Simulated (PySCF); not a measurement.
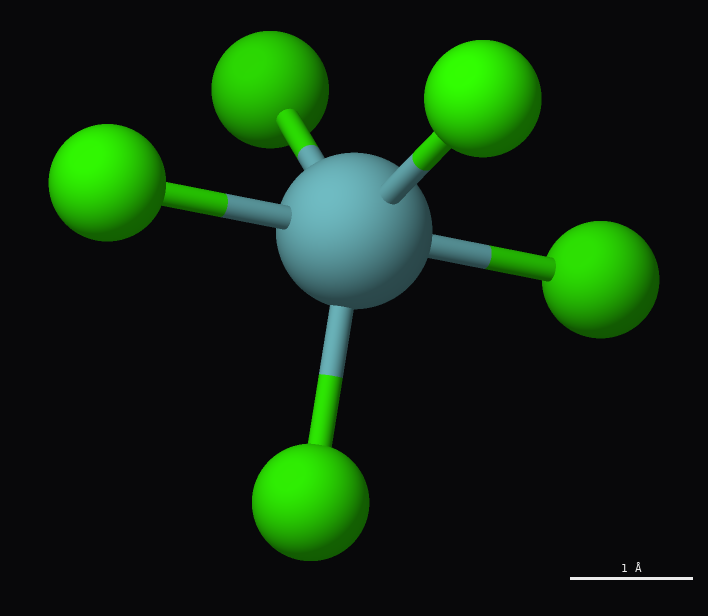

Colours: niobium teal, chlorine green.

Charge 0, singlet. The computed structure is the end point of a PBE0-D3(BJ)/def2-SVP optimisation. No frequency run is at hand to confirm it as a minimum.

Describe the molecule.

Formula NbCl5. As SMILES it reads `[Cl][Nb]([Cl])([Cl])([Cl])[Cl]`. Coordination: 1 Nb trigonal bipyramidal.

The parts below concern this one geometry. Atoms keep their numbers from picture to picture.

## Electronic properties

No frequency run is at hand to confirm it as a minimum. Level of theory: PBE0/pcSseg-1 (def2-TZVP on Nb), gas phase, core potentials on Nb (PySCF 2.14.0).

What does the calculation give?

- dipole moment: 0.02 D
- HOMO energy (Kohn–Sham orbital): −9.35 eV
- LUMO energy (Kohn–Sham orbital): −4.58 eV
- HOMO–LUMO gap: 4.77 eV

## Quadrupole coupling

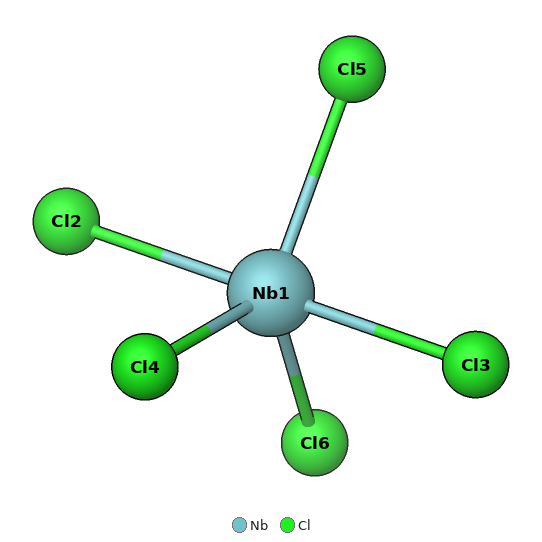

No frequency run is at hand to confirm it as a minimum. Electric field gradients from the ground-state density, PBE0/pcSseg-1 (def2-TZVP on Nb), core potentials on Nb (PySCF 2.14.0), non-relativistic apart from any core potentials.

Give the largest field-gradient component, the quadrupole coupling constant and the asymmetry for 35Cl at Cl2 (Q = −81.7 mb), 35Cl at Cl4 (Q = −81.7 mb), 35Cl at Cl5 (Q = −81.7 mb).

```tsv
atom	V_zz (a.u.)	e²qQ/h (MHz)	η
Cl2	0.602	−11.55	0.03
Cl4	1.274	−24.5	0.59
Cl5	1.277	−24.5	0.59
```

## NMR shielding

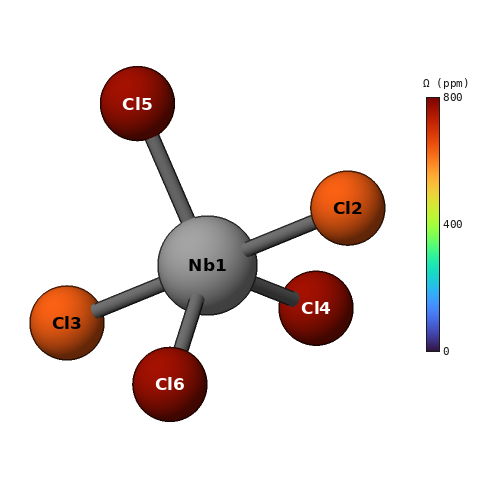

The Cl atoms are coloured by the span of their shielding tensor. No frequency run is at hand to confirm it as a minimum. Level of theory: GIAO PBE0/pcSseg-1 (def2-TZVP on Nb) NMR shielding, non-relativistic, gas phase, but for def2 core potentials on Nb (PySCF 2.14.0). Principal shieldings σ11 ≤ σ22 ≤ σ33, span Ω = σ33 − σ11, skew κ = 3(σiso − σ22)/Ω.

Give the shielding tensors of the Cl atoms.

| atom | σ11 | σ22 | σ33 | σiso | Ω | κ |
| --- | --- | --- | --- | --- | --- | --- |
| Cl2, Cl3 | −105.6 | −96.8 | 530.1 | 109.2 | 635.7 | 0.97 |
| Cl4 | −164.8 | −73.7 | 599.7 | 120.4 | 764.5 | 0.76 |
| Cl5, Cl6 | −163.9 | −72.8 | 600.0 | 121.1 | 763.9 | 0.76 |

Shieldings and span in ppm.
